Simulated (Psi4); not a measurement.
**C2HF2 (SMILES F/[C]=C\F): UHF/STO-3G (sweep point 1)**

Aim: the vertical ionisation energy of C2HF2 at UHF/STO-3G (sweep point 1), from 2 runs. 

The results are computed with Psi4 1.11.

### 1 The system as given

The species is C2HF2 (5 atoms), meant as a doublet with charge 0. SMILES: `F/[C]=C\F`. The coordinates come from a PBE0-D4/def2-TZVP relaxation.

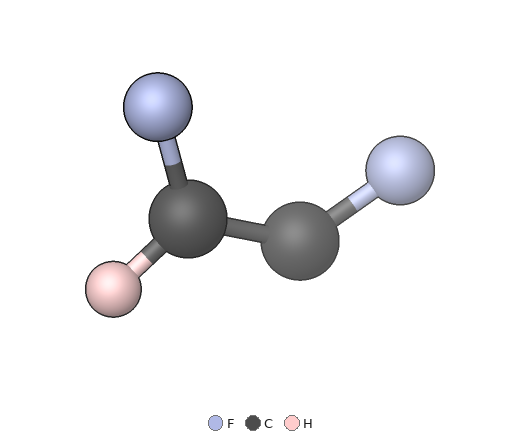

The structure, seen from a chosen angle (fluorine light blue, carbon dark grey, hydrogen pink).

### 2 The energy at UHF/STO-3G (sweep point 1)

job.py reads:

```python
import psi4

psi4.set_memory(1600000000)
psi4.set_num_threads(1)
psi4.set_output_file('c2hf2.out', False)

mol = psi4.geometry("""
0 2
F     -1.049400     0.476000    -1.486200
C     -0.104000    -0.180300    -0.893200
C      0.314100    -0.175100     0.351300
F     -0.242000     0.599600     1.294700
H      1.131100    -0.793900     0.692000
symmetry c1
""")

psi4.set_options({
    'basis': 'STO-3G',
    'reference': 'uhf',
    'puream': True,
    'scf_type': 'pk',
    'maxiter': 150,
})

e, wfn = psi4.energy('hf', molecule=mol, return_wfn=True)
print(f'total energy {e:.8f} hartree = {e * 27.211386:.5f} eV')
```

Command:

```sh
$ python job.py
```

c2hf2.out:

```text
[...]
  Running in c1 symmetry.
[...]
  Nuclear repulsion =  105.172287960064480
[...]
  Multiplicity = 2
[...]
  Nalpha       = 16
  Nbeta        = 15
[...]
    Number of basis functions: 21
[...]
   @UHF iter   1:  -271.26385809851837   -1.82855e+00   1.36192e-02 DIIS/ADIIS
[...]
   @UHF iter  14:  -271.34602017593977   -9.19368e-08   9.66921e-07 DIIS
[...]
   @S^2 Observed:                1.073397873E+00
[...]
    Orbital Energies [Eh]
    ---------------------
    Alpha Occupied:
       1A    -26.021945     2A    -25.968672     3A    -11.099202
       4A    -11.086864     5A     -1.577626     6A     -1.520255
       7A     -0.991129     8A     -0.739651     9A     -0.671947
      10A     -0.620422    11A     -0.616469    12A     -0.567855
      13A     -0.520451    14A     -0.461059    15A     -0.367267
      16A     -0.317725
    Alpha Virtual:
      17A      0.341663    18A      0.533724    19A      0.654665
      20A      0.840602    21A      1.007471
[...]
  @UHF Final Energy:  -271.34602017593977
   => Energetics <=
    Nuclear Repulsion Energy =            105.1722879600644802
    One-Electron Energy =                -587.3862324357878606
    Two-Electron Energy =                 210.8679242997836241
    Total Energy =                       -271.3460201759397705
  UHF NO Occupations:
  HONO-2 :   14  A 1.9969319
  HONO-1 :   15  A 1.8312375
[...]
 Multipole Moments:
 ------------------------------------------------------------------------------------
     Multipole            Electronic (a.u.)      Nuclear  (a.u.)        Total (a.u.)
 ------------------------------------------------------------------------------------
 L = 1.  Multiply by 2.5417464519 to convert [e a0] to [Debye]
 Dipole X            :         -1.6789383            1.9641372            0.2851990
 Dipole Y            :          1.2437674           -1.5273652           -0.2835978
 Dipole Z            :         -0.7928630            0.6871026           -0.1057604
 Magnitude           :                                                    0.4158743
[...]
```

Standard output:

```text
total energy -271.34602018 hartree = -7383.70129 eV
```

Wall time 1.3 s (1 thread of Intel Xeon 6975P-C (Granite Rapids), shared host); peak memory 0.17 GiB.

### 3 The singlet cation at the same level

calc.py reads:

```python
import psi4

psi4.set_memory(1600000000)
psi4.set_num_threads(1)
psi4.core.set_output_file('run.log', False)

geom = psi4.geometry("""
1 1
F     -1.049400     0.476000    -1.486200
C     -0.104000    -0.180300    -0.893200
C      0.314100    -0.175100     0.351300
F     -0.242000     0.599600     1.294700
H      1.131100    -0.793900     0.692000
units angstrom
symmetry c1
""")

psi4.set_options({
    'basis': 'STO-3G',
    'puream': True,
    'scf_type': 'pk',
})

e_tot = psi4.energy("hf")
print('E =', round(e_tot, 9))
```

Command:

```sh
$ python calc.py
```

run.log:

```text
[...]
  Running in c1 symmetry.
[...]
  Nuclear repulsion =  105.172287960064480
[...]
  Multiplicity = 1
[...]
  Nalpha       = 15
  Nbeta        = 15
[...]
    Number of basis functions: 21
[...]
   @RHF iter   1:  -270.84297554209070   -1.40767e+00   2.14537e-02 ADIIS/DIIS
[...]
   @RHF iter  10:  -271.01549698843047   -5.49403e-09   4.36708e-07 DIIS
[...]
    Orbital Energies [Eh]
    ---------------------
    Doubly Occupied:
       1A    -26.517885     2A    -26.368414     3A    -11.581438
       4A    -11.519817     5A     -1.962188     6A     -1.852545
       7A     -1.344897     8A     -1.083847     9A     -0.991825
      10A     -0.987336    11A     -0.944334    12A     -0.894548
      13A     -0.871417    14A     -0.786397    15A     -0.661757
[...]
  @RHF Final Energy:  -271.01549698843047
   => Energetics <=
    Nuclear Repulsion Energy =            105.1722879600644802
    One-Electron Energy =                -575.6382646582678717
    Two-Electron Energy =                 199.4504797097729352
    Total Energy =                       -271.0154969884304705
[...]
 Multipole Moments:
 ------------------------------------------------------------------------------------
     Multipole            Electronic (a.u.)      Nuclear  (a.u.)        Total (a.u.)
 ------------------------------------------------------------------------------------
 L = 1.  Multiply by 2.5417464519 to convert [e a0] to [Debye]
 Dipole X            :         -1.1788770            1.9641372            0.7852603
 Dipole Y            :          0.6372337           -1.5273652           -0.8901315
 Dipole Z            :         -1.3416694            0.6871026           -0.6545669
 Magnitude           :                                                    1.3555167
[...]
```

On the terminal:

```text
E = -271.015496988
```

Run time: 1.2 s. Hardware: 1 thread of Intel Xeon 6975P-C (Granite Rapids), shared host; peak memory 0.18 GiB.

### 4 Results

Level: UHF/STO-3G (sweep point 1).

| quantity | value |
| --- | --- |
| doublet C2HF2: total energy | -271.34602 Eh |
| doublet C2HF2: dipole moment | 1.06 D |
| doublet C2HF2: HOMO energy (highest over α and β) | -8.48 eV |
| doublet C2HF2: LUMO energy (lowest over α and β) | 6.90 eV |
| doublet C2HF2: ⟨S²⟩ | 1.073 |
| singlet cation: total energy | -271.01550 Eh |
| singlet cation: HOMO energy | -18.01 eV |
| singlet cation: LUMO energy | -7.11 eV |
| singlet cation: HOMO–LUMO gap | 10.90 eV |
| vertical ionisation energy (to the singlet cation) | 8.994 eV |

What this shows: The vertical ionisation energy comes to 8.99 eV (868 kJ/mol). Only the singlet of the ionised species was computed; a triplet could lie lower. In a minimal basis such a difference can be off by several eV, whatever the method. ⟨S²⟩ (doublet C2HF2) is 1.07 where a pure doublet has 0.75: the reference is spin-contaminated.
